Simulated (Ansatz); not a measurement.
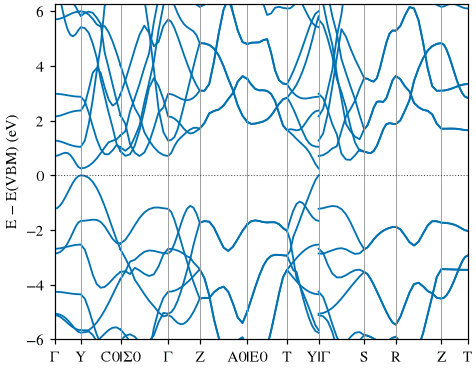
Fig. 1. Band structure from the program Ansatz at the r²SCAN level (PAW)

Task: Read off the gap and where the band edges lie.

Result: About 0.3 eV (0.25 eV by a search for the band edges); maximum at Y, minimum at Y.

Task: Which compound is it?
A. SrGa2Te4, Cccm (Sr on 4b, Ga on 8l, Te on 8l, Te on 8k)
B. P, black phosphorus
C. Na2PdSe2, Cmc2_1 (Pearson symbol oS20)

Result: B, P, black phosphorus

Space group Cmce (black phosphorus). The cell was relaxed with r²SCAN under the symmetry of its start. A crystal of weakly bound layers computed without a dispersion correction: the cell and the soft elastic constants depend strongly on that.

Potentials: the later of the program's two PAW sets.
